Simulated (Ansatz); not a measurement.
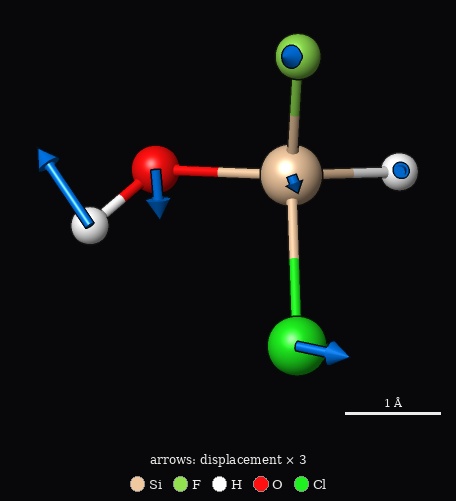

This is a relaxation of SiH₂OClF. The starting structure is drawn; blue arrows show the displacements, 3 times their true length. The two geometries are superimposed by the best rigid fit.

A ball-and-stick model, seen at a tilt.

The run prepares the start of a later molecular dynamics calculation, from a guessed geometry.

Computed with Ansatz 0.2.0, RKS PBE/6-31G.

Input file:
```yaml
crystal:
  periodic: [false, false, false]
  atoms:
    - { symbol: Si, position_ang: [0.0, 0.0, 0.0] }
    - { symbol: F, position_ang: [0.0, 0.0, 1.59] }
    - { symbol: H, position_ang: [1.3768, 0.0, -0.4862] }
    - { symbol: O, position_ang: [-0.7913, 1.3709, -0.5594] }
    - { symbol: H, position_ang: [-1.7491, 1.1401, -0.7818] }
    - { symbol: Cl, position_ang: [-1.0032, -1.7381, -0.7093] }
basis:
  gaussian: { orbitals: "6-31G" }
hamiltonian:
  xc: pbe
relax:
  f_tol: 0.02
  max_steps: 40
output:
  orbitals: {}
```

Run as
```bash
ansatz run input.yaml --threads 1 --pin off --max-ram 2048MiB --backend cpu --events-out ev --progress --plain --runs-dir out
```

### Which element moves most?

Hydrogen: up to 0.35 Å, against 0.22 Å for chlorine.

### Describe the change and its energy.

The largest move after the best rigid fit is that of H5, 0.35 Å. Largest moves by element: H 0.35 Å, Cl 0.22 Å, O 0.19 Å, F 0.11 Å, Si 0.07 Å. Among the contacts that change: Si1–F2 1.590 → 1.702 Å, Si1–Cl6 2.128 → 2.177 Å, Si1–H3 1.460 → 1.492 Å, O4–H5 1.010 → 0.981 Å. Bond angles that change, for instance: Si1–O4–H5 109.5° → 124.4°, F2–Si1–Cl6 109.5° → 105.5°, H3–Si1–O4 109.5° → 106.9°. Groups turn about Si1–O4 by about 35°. The energy falls by 9.04 kcal/mol in 6 accepted moves (7 points after the start). The largest force component goes from 4 to 0.01 eV/Å. The line search rejected the trial step at point 3 of the run.

Limits of the set-up: the basis has no polarisation functions, which atoms past neon need.
